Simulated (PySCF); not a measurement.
C$_{7}$H$_{13}$AlClN

The calculation's input:

```
{"job": {"kind": "nmr", "xc": "PBE0", "basis": "pcSseg-1"}, "charge": 0, "multiplicity": 1}
C     -1.536640    -2.215071    -0.456592
C     -1.210746    -0.745473    -0.753261
C      0.209516    -0.566493    -0.867905
N      1.344883    -0.403723    -0.904991
Al     3.314387    -0.150218    -0.481047
C      4.262656     1.060283     0.862013
Cl     2.488552     1.460172     0.986859
C     -1.697229     0.177370     0.357072
C     -3.072937     0.766675     0.271339
C     -1.871142     1.641181     0.086262
H     -2.607661    -2.320651    -0.303719
H     -1.232213    -2.851861    -1.283268
H     -1.021207    -2.542988     0.442681
H     -1.672312    -0.449955    -1.703200
H      3.311930    -1.613938     0.053191
H      3.580138     0.345854    -1.925346
H      4.567267     0.793414     1.878148
H      4.749825     2.009293     0.619953
H     -1.331626    -0.107179     1.335712
H     -3.644522     0.860107     1.181536
H     -3.675111     0.537246    -0.595027
H     -1.650457     2.005583    -0.905617
H     -1.610104     2.337357     0.867314
```

Run with:

```sh
OMP_NUM_THREADS=1 python probes_run.py task.json out
```

Geometry: GFN2-xTB.

Level of theory: PBE0/pcSseg-1, SCF density, gas phase, non-relativistic in PySCF 2.14.0.

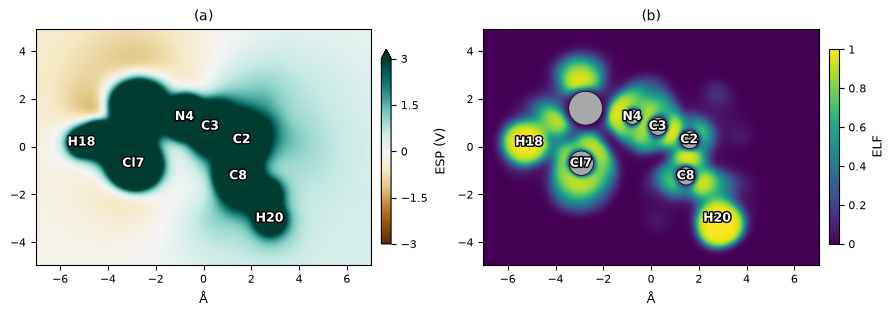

Figure 1. (a) electrostatic potential; (b) electron localisation function on the plane of atoms C3, C2 and C8. Grey discs cover the atomic cores in the ELF map.

Q: Describe what can be read from this map.

A: The section cuts through C, N, Cl and H sites. C–N (1.15 Å): the ELF peaks at about 0.85 between the atoms: a multiple bond. C–C (1.44 Å): the ELF peaks at about 0.95 between the atoms; localised, covalent bonding. The ELF also peaks beside Cl7, away from the bonds: lone-pair regions. Outside the dense part of the molecule the potential is most negative (−1.2 V) near C6, which lies off the plane.

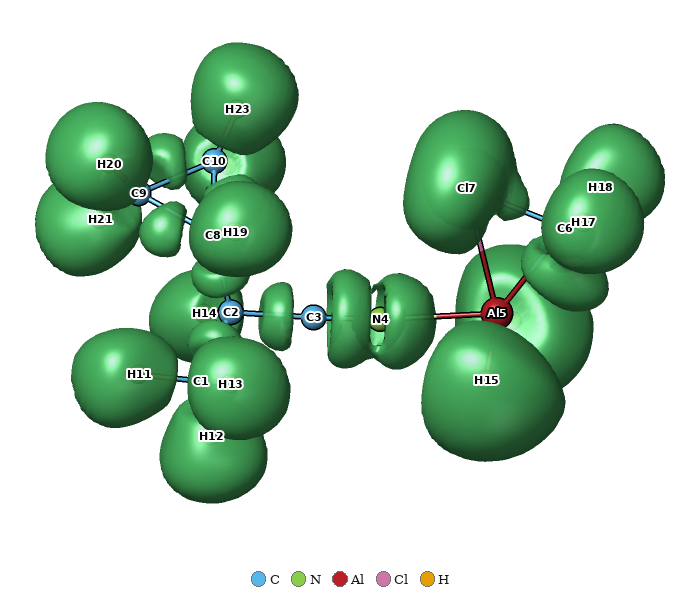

Figure 2. Isosurface of the ELF at 0.75 (green), seen across its widest extent. Core shells and regions of very low density are left out.

Q: What do the ELF domains correspond to?

A: At this value the surface marks out six regions between bonded C–C atoms (shared pairs), eleven regions around hydrogen nuclei, one region on Cl in which the atom's valence shell and bonds are merged, one region on N in which the atom's valence shell and bonds are merged and one joined region spread over several atoms (C, H), in which their bonds and any lone pairs are merged.

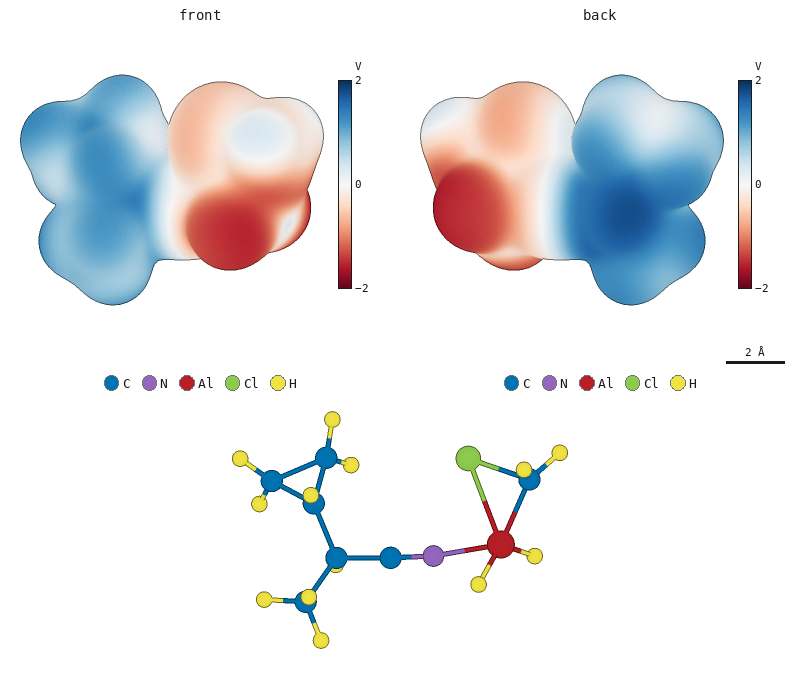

Figure 3. The molecular electrostatic potential painted on the density surface at 0.002 e/bohr³, seen from the front and from behind; the colour scale runs from red (negative) to blue (positive). The bare structure is drawn below in the same view.

Q: Which sites attract a positive test charge, and which a negative one?

A: A positive charge is drawn to the negative regions and a negative charge to the positive ones. The most negative region (about −1.6 V) lies over H15 and H16, the most positive (about +1.8 V) over H14.

Q: What dipole moment does the calculation give?

A: Its dipole moment is 7.45 D.
